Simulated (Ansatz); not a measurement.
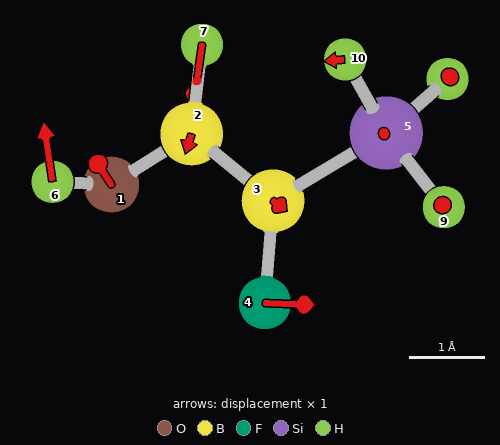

This is a relaxation of B$_{2}$SiH$_{5}$OF (coarse preliminary run). The starting structure is drawn; red arrows show the displacements, at their true length. The two geometries are superimposed by the best rigid fit.

The picture is a ball-and-stick view, seen at a tilt.

The start comes from a force field.

These are results of Ansatz, RKS PBE-D4/def2-SVP, not measurements.

Input
```yaml
crystal:
  periodic: [false, false, false]
  atoms:
    - {symbol: O, position_ang: [-2.287400, 1.271000, 0.361500]}
    - {symbol: B, position_ang: [-0.965600, 1.020800, -0.050000]}
    - {symbol: B, position_ang: [-0.377500, -0.500700, 0.134600]}
    - {symbol: F, position_ang: [-1.087800, -1.533700, 0.721200]}
    - {symbol: Si, position_ang: [1.479800, -0.896300, -0.408700]}
    - {symbol: H, position_ang: [-2.266000, 1.633000, 1.289400]}
    - {symbol: H, position_ang: [-0.267300, 1.875700, -0.522400]}
    - {symbol: H, position_ang: [1.664200, -0.611500, -1.837200]}
    - {symbol: H, position_ang: [1.786400, -2.283300, -0.069800]}
    - {symbol: H, position_ang: [2.404300, -0.026300, 0.384400]}
basis:
  gaussian: {orbitals: def2-SVP}
hamiltonian: {xc: pbe, dispersion: d4}
relax: {f_tol: 0.03, max_steps: 200}
```

Command:
```bash
ansatz run in.yaml --threads 4 --pin off --events-out ev --progress --plain --max-ram 10444MiB
```

Describe the change and its energy.

Answer. After 18 accepted moves (19 points after the start) the energy has fallen by 28.5 kcal/mol. The largest force component goes from 2.7 to 0.019 eV/Å. The line search rejected the trial step at point 5 of the run. The atom that moves furthest after the best rigid fit is H7 (1.31 Å). Largest moves by element: H 1.31 Å, O 1.25 Å, F 1.03 Å, B 0.34 Å, Si 0.18 Å. Near-neighbour distances that change, for instance: B3–Si5 1.975 → 2.061 Å, B2–B3 1.642 → 1.713 Å, Si5–H9 1.460 → 1.508 Å, Si5–H8 1.468 → 1.513 Å. Bond angles that change, for instance: H8–Si5–H9 112.6° → 107.7°, B3–Si5–H9 108.9° → 113.4°, B2–O1–H6 108.5° → 112.5°. Groups turn about B2–B3 by about 90°, O1–B2 by about 85°, B3–Si5 by about 25°. The run took 18 s on 4 threads of Arm Neoverse V2, with other jobs on the host.
